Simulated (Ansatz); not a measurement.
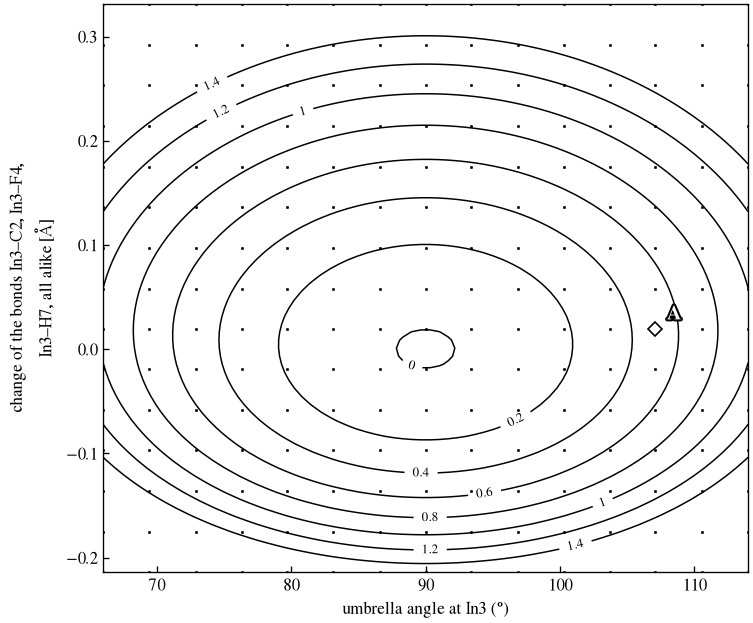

CH3F2In, SMILES F[CH2][InH][F]. 
- The first coordinate is: umbrella angle at In3 (between each of its bonds and their common axis; 90 is planar); the second: change of the bonds In3–C2, In3–F4, In3–H7, all alike.
- Nothing is relaxed (all other coordinates rigid).
- The grid has 15 × 15 points.
- Points are written as (first, second).
- Energies are in eV, from the lowest grid point.
- Level of theory: Ansatz 0.2.0, RKS CAM-B3LYP-D4/def2-SVP.

Drawn: contour lines labelled in eV (none above 1.4), dots at the grid points, the point A. Between grid points the surface is interpolated.

> Which way does the force act at A, and how strong is it?

A, at (107.1°, 0.019 Å), is not a stationary point. The computed force is 0.058 eV for each degree towards smaller values of the first coordinate and 0.37 eV for each Å towards smaller values of the second coordinate.
